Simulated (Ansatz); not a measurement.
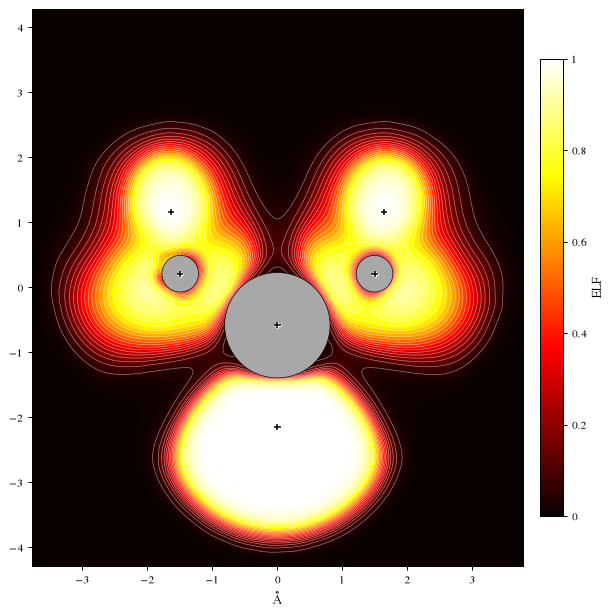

The electron localisation function on a plane through atoms (crosses mark nuclei in the plane; grey discs cover the cores).

The calculation used RKS PBE0-D4/def2-TZVPP in Ansatz 0.2.0.

Candidates:
A. AlH₃O₂ (SMILES [OH][AlH][OH])
B. C₂H₉NSi (SMILES CCN[SiH3])
C. AlBr₂H₂N (SMILES [NH2][Al]([Br])[Br])

Q: Which candidate gave the map?

A: Candidate A: AlH₃O₂ on the molecular plane, which holds O, Al and H. Al–O (1.69 Å): the ELF peaks at about 0.90 in the valence shell of O, 0.6 Å from its nucleus, and is about 0.40 at the midpoint. O–H (0.95 Å): the ELF climbs to about 1 towards the hydrogen, as it does in any bond to H; an ordinary covalent bond to hydrogen.
